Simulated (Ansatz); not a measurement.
# What TlSbS3 (model cell, started as cubic perovskite with Sb in the octahedra) distorts into, part 3 of 3

Wanted: the energy along a soft mode of TlSbS3 (model cell, started as cubic perovskite with Sb in the octahedra) and the structure at the end.

Ansatz 0.2.0; DFT LDA, scalar-relativistic, plane waves, PAW; PAW set soft_1.

So far. Step 5 (Energy along the mode, all amplitudes (two of the runs …): The lowest of the steps tried is at 0.32 Å, 31.6 meV/atom below the parent; the bottom of the well need not coincide with a step. Step 7 (The new phase in its own primitive cell): The largest force component left is 0.87 meV/Å and the pressure is 0.005 GPa, within the tolerances set. The cell now holds 24.93 Å³/atom. The relaxed cell has a = 6.975, c = 17.752 Å (conventional setting).

The structure was built from a prototype and need not be the compound's stable phase.

### Step 8. Modes of the new phase, k-mesh 6×6×6

A relaxed structure may still be a saddle point, so its zone-centre modes are computed. No field response is asked, since the mesh shows no gap.

The input, input.yaml:

```yaml
crystal:
  lattice:
    - [3.4876406383, 2.0135902613, 5.9174308095]
    - [-3.4876406383, 2.0135902613, 5.9174308095]
    - [0.0, -4.0271805226, 5.9174308096]
  atoms:
    - { symbol: Tl, position: [0.2643658901, 0.2643658901, 0.2643658901] }
    - { symbol: Tl, position: [0.7356341099, 0.7356341099, 0.7356341099] }
    - { symbol: Sb, position: [0.5, 0.5, 0.5] }
    - { symbol: Sb, position: [0.0, 0.0, 0.0] }
    - { symbol: S, position: [0.2500694055, 0.7024560103, 0.2500694055] }
    - { symbol: S, position: [0.7499305945, 0.2975439897, 0.7499305945] }
    - { symbol: S, position: [0.2500694055, 0.2500694055, 0.7024560103] }
    - { symbol: S, position: [0.7499305945, 0.7499305945, 0.2975439897] }
    - { symbol: S, position: [0.2975439897, 0.7499305945, 0.7499305945] }
    - { symbol: S, position: [0.7024560103, 0.2500694055, 0.2500694055] }
kpoints:
  mp_grid: { grid: [6, 6, 6] }
hamiltonian:
  xc: lda
  pseudopotentials: { kind: paw, azcp: { folder: soft_1 }, xc_functional: pbe }
scf:
  occupations: { method: methfessel_paxton, width: 0.2 }
output:
  eigenvalues: true
phonons:
  method: dfpt
```

Launch:

```sh
ansatz run input.yaml --threads 4 --pin off --max-ram 16384MiB --backend cpu --events-out ev --progress --plain --runs-dir out
```

Numbers of over 12 decimals in the logs are rounded to 6 here.

The log of the run:

```text
[...]
Crystal: 10 atoms, lattice volume = 249.337 Å³
Basis set: ecut = 420 eV, 4855 PW (Γ), exchange–correlation on 96×96×96 points (8 copies of the dense FFT grid, shifted against one another)
Bands: 56, of which v1, the nominal top of the filled ones, is band 46 counted from 1 (45 counted from 0)
Symmetry: 12 space group operations
k-points: 112 of 216 (irreducible under 1 space group operation, time reversal used)
[...]
SCF iter   1: F=—  HF=-40186.404089 eV  |F-HF|=—  |Δ(HF+E_count)|=         —  Δρ=2.85e-2  dr2=5.15e0  ethr=3.10e-3  ⟨swp⟩=10.2  Hψ=29423  notcnv=0
[...]
SCF iter  12: F=-40184.601733 eV  HF=-40184.601733 eV  |F-HF|=0.00e0  |Δ(HF+E_count)|=  7.28e-12  S|Δr|=    0.00e0  Δρ=1.63e-8  dr2=5.84e-13  ethr=1.00e-12  ⟨swp⟩=16.4  Hψ=38352  notcnv=0
SCF 1 converged in 12 iterations: F = -40184.601733 eV  dr2 = 5.84e-13
[...]
DFPT response loops at Γ: preconditioner auto → Kerker (q_TF=auto, 2.311 Å⁻¹) (partly filled bands, converged f_vac=0.025); β = 1.00, the filter's whole step (`scf.mixing.beta` (0.50) is not read by the response loops under this deck's `scf.mixing.preconditioner`; to damp them name `kerker` or `kerker_dos`, under which they read `scf.mixing.beta`, and type it under 1.00, their step now; both keys bind the ground state too); Broyden in place of MSR1
SCF converged after 12 iterations
[...]
Free energy (F): -40184.601733 eV
[...]
Internal energy: -40184.598525 eV  (E = F + TS)
E sigma→0 (E₀):  -40184.600931 eV
Entropy (-TS):   -0.003209 eV (-0.321 meV/atom)
Fermi energy:    6.478501 eV
[...]
--- Band table (eV; the first three rows and the last of 112) ---
  k-point 0: bands = [... 42 lower, 5.3858, 5.4623, 6.5652, 6.5652, 6.8677, 7.8893, 7.8893, 8.1219, ... 6 higher]
  k-point 1: bands = [... 42 lower, 5.4715, 5.6944, 6.2534, 6.4956, 6.6562, 7.3649, 8.5107, 8.7141, ... 6 higher]
  k-point 2: bands = [... 42 lower, 5.6470, 5.8789, 5.9578, 6.3071, 6.4352, 6.8172, 9.6262, 9.6798, ... 6 higher]
  k-point 111: bands = [... 42 lower, 5.6528, 5.6528, 6.1248, 6.1248, 6.6135, 7.2775, 9.1124, 9.8798, ... 6 higher]
--- Phonons (Γ-DFPT): 8 representative perturbations + reference, on 112 of 216 k-points (Σ response iterations 28) ---
  k mesh reduced under 1 symmetry operation, with k and −k counted as one. Each operation leaves every solved perturbation unchanged. A smaller set is not used because it would not reduce the number of displacements times k-points to solve
  ASR residual: 7.710e-5 → 0.000e0 eV/Å²; symmetrization residual: 2.095e-5 eV/Å²
  ASR residual per site (eV/Å²): 7.71e-5 7.71e-5 4.97e-5 4.26e-5 5.06e-5 5.06e-5 5.44e-5 5.44e-5 5.06e-5 5.06e-5
  Γ frequencies (cm⁻¹): -92.73 -71.57 -71.57 -49.92 -49.92 -45.58 0.00 0.00 0.00 15.75 15.75 18.76 18.76 36.21 44.36 111.35 111.35 120.29 123.08 123.08 160.17 165.04 168.86 168.86 228.71 228.71 259.57 267.07 267.07 340.85
  non-analytic LO–TO correction: not included (Born effective charges unavailable; polar crystals: no LO–TO splitting at Γ)
```

It took 8.1 min on 4 threads of Arm Neoverse V1, shared host; peak memory 4.4 GiB; 32 min of CPU time.

This step gave:

| Property | Result |
| --- | --- |
| sum-rule residual before enforcement | 7.71e-5 eV/Å² |
| point group | -3m |
| highest optical mode at the zone centre (no LO-TO term) | 340.9 cm⁻¹ |
| lowest optical zone-centre mode | -92.73 cm⁻¹ |

Patterns of degenerate modes are one choice out of their space. The modes at Γ (shares of kinetic energy by element, %) (negative means imaginary):

| mode | frequency (cm⁻¹) | symmetry | Tl % | Sb % | S % |
| --- | --- | --- | --- | --- | --- |
| 1 | -92.7 | A2g | 0 | 0 | 100 |
| 2 | -71.6 | Eu | 2 | 17 | 81 |
| 3 | -71.6 | Eu | 2 | 17 | 81 |
| 4 | -49.9 | Eg | 2 | 0 | 98 |
| 5 | -49.9 | Eg | 2 | 0 | 98 |
| 6 | -45.6 | A1u | 0 | 0 | 100 |
| 7 | 0.0 | acoustic | 48 | 29 | 23 |
| 8 | 0.0 | acoustic | 48 | 29 | 23 |
| 9 | 0.0 | acoustic | 48 | 29 | 23 |
| 10 | 15.8 | Eu | 48 | 40 | 13 |
| 11 | 15.8 | Eu | 48 | 40 | 13 |
| 12 | 18.8 | Eg | 96 | 0 | 4 |
| 13 | 18.8 | Eg | 96 | 0 | 4 |
| 14 | 36.2 | A2u | 38 | 55 | 7 |
| 15 | 44.4 | A1g | 97 | 0 | 3 |
| 16 | 111.3 | Eg | 2 | 0 | 98 |
| 17 | 111.3 | Eg | 2 | 0 | 98 |
| 18 | 120.3 | A2u | 14 | 11 | 75 |
| 19 | 123.1 | Eu | 2 | 9 | 89 |
| 20 | 123.1 | Eu | 2 | 9 | 89 |
| 21 | 160.2 | A1g | 3 | 0 | 97 |
| 22 | 165.0 | A2u | 0 | 90 | 10 |
| 23 | 168.9 | Eu | 0 | 86 | 14 |
| 24 | 168.9 | Eu | 0 | 86 | 14 |
| 25 | 228.7 | Eu | 0 | 20 | 80 |
| 26 | 228.7 | Eu | 0 | 20 | 80 |
| 27 | 259.6 | A2u | 0 | 15 | 85 |
| 28 | 267.1 | Eg | 0 | 0 | 100 |
| 29 | 267.1 | Eg | 0 | 0 | 100 |
| 30 | 340.9 | A1g | 0 | 0 | 100 |

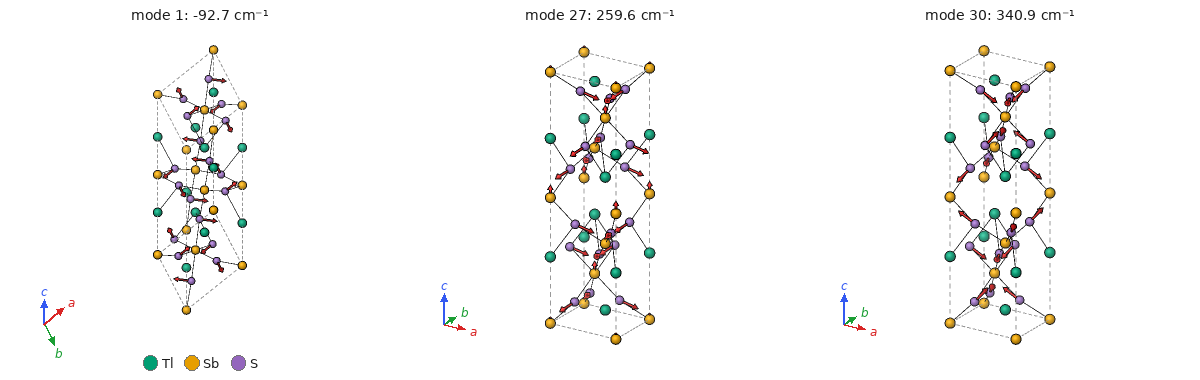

Displacement patterns of modes 1, 27 and 30 at Γ; arrows are exaggerated. Bonds to atoms that aren't drawn are left out. Some periodic images of atoms are drawn too.

Before it was imposed, the acoustic sum rule was missed by 7.7e-5 eV/Å². Small misses are needed for a sound result but don't prove that mesh and cutoff are converged. The lowest optical mode is imaginary, 92.7i cm⁻¹, so the energy falls along it.

### Step 9. Outcome

| Property | Result |
| --- | --- |
| unstable mode of the parent | q = (-0.5, -0.5, -0.5), 141i cm⁻¹ |
| depth at the lowest point sampled | 31.6 meV/atom |
| largest atomic shift at that point | 0.32 Å |
| space group reached (within 0.01 Å) | R-3m |
| energy gained over the parent (first relaxation, on the mesh of the frozen mode) | 38.3 meV/atom |
| volume per atom, phase reached | 24.9 Å³ |
| lowest optical zone-centre mode, phase reached | -92.7 cm⁻¹ |
| highest optical mode at the zone centre (no LO-TO term), phase reached | 341 cm⁻¹ |

In words: Along this mode the structure falls into R-3m, 38.3 meV/atom below the parent. At the parent's cell the well is 31.55 meV/atom deep on the steps tried, with its lowest point at a shift of 0.32 Å. Relaxing atoms and cell changes the gain by +6.78 meV/atom against the lowest step (energies at zero smearing). The new phase still has an imaginary mode at the zone centre of its cell, so it is a saddle point on the way to a lower structure. Of the 6 patterns followed to their end from this parent, this one ends 129 meV/atom above the lowest, Imma. Each path keeps the symmetry of its pattern, so a lower phase may lie along a pattern not tried. With no gap, or one that is small against the smearing, the frequencies hang on the k mesh and the smearing, most of all near Kohn anomalies. A semilocal functional can close a gap that the real compound would have, so the metallic treatment may be an artefact of the level. Spin-orbit coupling is left out, which can matter for the heavy elements here. The PAW files were made for PBE and serve the other functionals too. The starting cell was built on a prototype and not taken from a measurement, so the phase need not exist.

[Logs are printed without paths, hosts, clocks, repeated set-up lines and the standing remarks that a program may print on its own settings, such as how far it seeks lower states.]

[Hosts, paths, dates, database ids (printed as entryN), source tags and the programs' standing remarks are cut or masked in the printed files.]
